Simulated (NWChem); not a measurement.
# Si3H8 (trisilane) at B3LYP/STO-3G

Aim: the vertical ionisation energy of Si3H8 (trisilane) at B3LYP/STO-3G, from 2 runs. 

The results are computed with NWChem 7.3.0.

## Step 1: The system as given

Si3H8: 11 atoms, total charge 0, spin state singlet. SMILES: `[SiH3][SiH2][SiH3]`. The shape is that of a PBE0-D4/def2-TZVP optimisation.

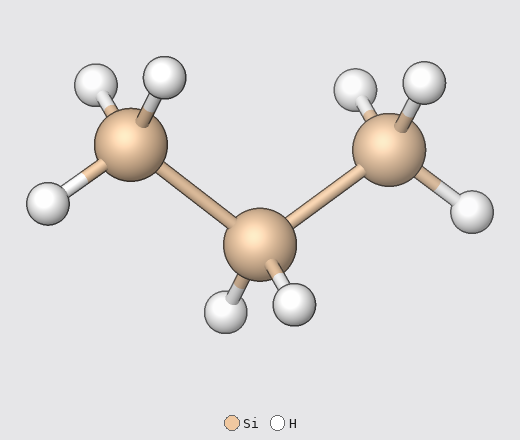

Viewed from a chosen angle; silicon light orange, hydrogen white.

## Step 2: A single-point energy at B3LYP/STO-3G

a.nw

```
start a
title "H8Si3"
memory total 2200 mb

geometry units angstroms noautosym nocenter noautoz
  Si      -1.292570       1.366730      -0.525270
  Si      -0.462570      -0.807300      -0.296320
  Si       1.631930      -0.774400       0.742750
  H       -2.625850       1.367720      -1.185120
  H       -0.354030       2.180440      -1.344070
  H       -1.422540       2.000090       0.814640
  H       -0.343400      -1.440160      -1.640160
  H       -1.410380      -1.620800       0.516390
  H        1.515950      -0.154940       2.090430
  H        2.583820       0.031780      -0.068050
  H        2.179610      -2.149160       0.894770
end

basis "ao basis" spherical bse
  * library STO-3G
end

dft
  xc b3lyp
  grid fine
  convergence energy 1e-08
  iterations 100
  mulliken
  noprint "final vectors analysis"
end

task dft
```

Launch:

```
$ nwchem a.nw > a.out
```

The program printed, shortened:

```text
[...]
          Wavefunction type:  closed shell.
          No. of atoms     :    11
          No. of electrons :    50
[...]
          Charge           :     0
          Spin multiplicity:     1
[...]
          AO basis - number of functions:    35
[...]
              XC Information
              --------------
                         B3LYP Method XC Potential
                     Hartree-Fock (Exact) Exchange  0.200
                        Slater Exchange Functional  0.800 local
                    Becke 1988 Exchange Functional  0.720 non-local
              Lee-Yang-Parr Correlation Functional  0.810
                  VWN I RPA Correlation Functional  0.190 local
[...]
 d= 0,ls=0.0,diis     1   -863.2144129710 -1.06D+03  1.95D-02  1.88D-01     1.5
[...]
 d= 0,ls=0.0,diis     7   -863.2437300513 -5.92D-10  5.66D-07  1.32D-10     6.6
         Total DFT energy =     -863.243730051266
      One electron energy =    -1585.249464678123
           Coulomb energy =      594.745700736632
    Exchange-Corr. energy =      -65.857817215515
 Nuclear repulsion energy =      193.117851105740
[...]
      Total Density - Mulliken Population Analysis
     ---------------------------------------------
    Atom       Charge   Shell Charges
 -----------   ------   -------------------------------------------------------
    1 Si  14    13.62   2.00  1.98  5.88  1.31  2.45
    2 Si  14    13.73   2.00  1.98  5.88  1.37  2.51
    3 Si  14    13.62   2.00  1.98  5.88  1.31  2.45
    4 H    1     1.13   1.13
    5 H    1     1.13   1.13
    6 H    1     1.13   1.13
    7 H    1     1.13   1.13
    8 H    1     1.13   1.13
    9 H    1     1.13   1.13
   10 H    1     1.13   1.13
[...]
```

It took 7.5 s on 1 thread of Intel Xeon Platinum 8259CL at 2.50GHz (Skylake/Cascade Lake), shared host; peak memory 0.12 GiB.

## Step 3: The doublet cation, same level

h8si3.nw

```
start h8si3
memory stack 880 mb heap 220 mb global 1100 mb
charge 1
geometry noautosym nocenter noautoz
Si    -1.292570     1.366730    -0.525270
Si    -0.462570    -0.807300    -0.296320
Si     1.631930    -0.774400     0.742750
H     -2.625850     1.367720    -1.185120
H     -0.354030     2.180440    -1.344070
H     -1.422540     2.000090     0.814640
H     -0.343400    -1.440160    -1.640160
H     -1.410380    -1.620800     0.516390
H      1.515950    -0.154940     2.090430
H      2.583820     0.031780    -0.068050
H      2.179610    -2.149160     0.894770
end
basis "ao basis" spherical bse
Si library STO-3G
H library STO-3G
end
dft
xc b3lyp
mult 2
grid fine
convergence energy 1e-08
iterations 100
mulliken
print low
end
task dft energy
```

Launch:

```
$ nwchem h8si3.nw > h8si3.out
```

The program printed, shortened:

```text
[...]
 d= 0,ls=0.0,diis     1   -862.9189226112 -1.06D+03  5.88D-03  1.01D-01     1.9
[...]
 d= 0,ls=0.0,diis     8   -862.9476214360 -6.70D-09  1.27D-06  3.78D-10    11.3
[...]
         Total DFT energy =     -862.947621436039
      One electron energy =    -1572.937960763533
           Coulomb energy =      582.272039864379
    Exchange-Corr. energy =      -65.399551642625
 Nuclear repulsion energy =      193.117851105740
[...]
      Total Density - Mulliken Population Analysis
     ---------------------------------------------
    Atom       Charge   Shell Charges
 -----------   ------   -------------------------------------------------------
    1 Si  14    13.51   2.00  1.98  5.87  1.34  2.31
    2 Si  14    13.62   2.00  1.99  5.87  1.43  2.33
    3 Si  14    13.51   2.00  1.98  5.87  1.34  2.31
    4 H    1     1.02   1.02
    5 H    1     1.05   1.05
    6 H    1     1.05   1.05
    7 H    1     1.05   1.05
    8 H    1     1.05   1.05
    9 H    1     1.05   1.05
   10 H    1     1.05   1.05
[...]
      <S2> =      0.7521 (Exact =     0.7500)
[...]
```

Wall time 12 s (1 thread of Intel Xeon Platinum 8259CL at 2.50GHz (Skylake/Cascade Lake), shared host); peak memory 0.12 GiB.

## Step 4: What came out

Level: B3LYP/STO-3G.

| quantity | value |
| --- | --- |
| singlet Si3H8: total energy | -863.24373 Eh |
| singlet Si3H8: dipole moment | 0.12 D |
| doublet cation: total energy | -862.94762 Eh |
| doublet cation: ⟨S²⟩ | 0.752 |
| vertical ionisation energy (to the doublet cation) | 8.058 eV |

In words: Removing an electron at fixed nuclei costs 8.06 eV (777 kJ/mol). In a minimal basis such a difference can be off by several eV, whatever the method. Mulliken charges (doublet cation) run from -0.05 on H5 to +0.49 on Si1.
